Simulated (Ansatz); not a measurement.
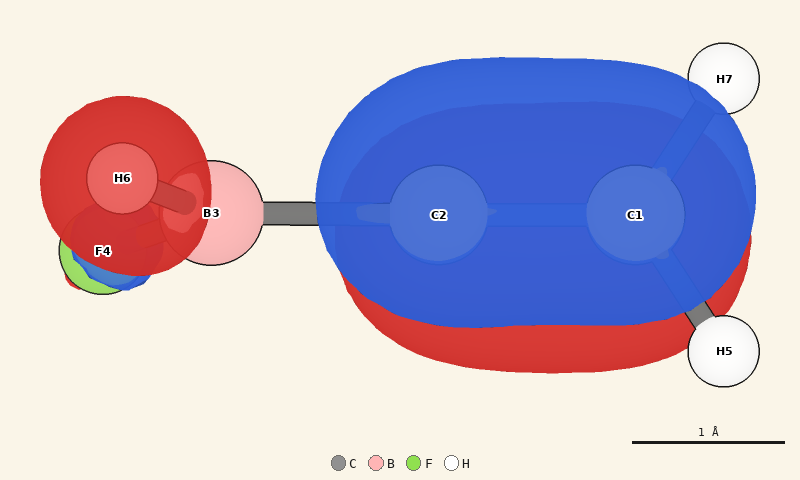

The picture shows: C₂H₃BF (doublet). The HOMO−1 (α) at ±0.15 Å⁻³ᐟ² (red and blue are the two phases), seen from one side.

Geometry: B3LYP/6-31G*.

Method: isolated molecule in a Gaussian basis; Kohn-Sham density functional theory, functional PBE0 (Ansatz 0.2.0).

Input

```
crystal:
  periodic: [false, false, false]
  atoms:
    - {symbol: C, position_ang: [-1.074044, 3.452263, 3.244005]}
    - {symbol: C, position_ang: [-1.390641, 2.848901, 2.135046]}
    - {symbol: B, position_ang: [-1.798718, 2.123571, 0.881773]}
    - {symbol: F, position_ang: [-1.145039, 2.341592, -0.265659]}
    - {symbol: H, position_ang: [-0.342316, 3.040103, 3.944326]}
    - {symbol: H, position_ang: [-2.704195, 1.343406, 0.873087]}
    - {symbol: H, position_ang: [-1.517550, 4.408293, 3.535538]}
basis:
  gaussian:
    orbitals: def2-TZVPD
hamiltonian:
  xc: {name: PBE0}
magnetization:
  spin_polarized: true
  initial_magnetization: 1
output: {forces: true, orbitals: {seedname: orbitals}}
```

Run with:

```sh
ansatz run input.yaml --threads 1 --pin off --max-ram 2610MiB --events-out events.jsonl --progress --plain --runs-dir runs
```

Question: What is the character of this orbital?

Answer: Its weight (Hirshfeld) is mainly on C2 (about 40 %), C1 (about 40 %) and B3 (about 5 %); π-bonding across C2–C1. Its energy is −8.60 eV.
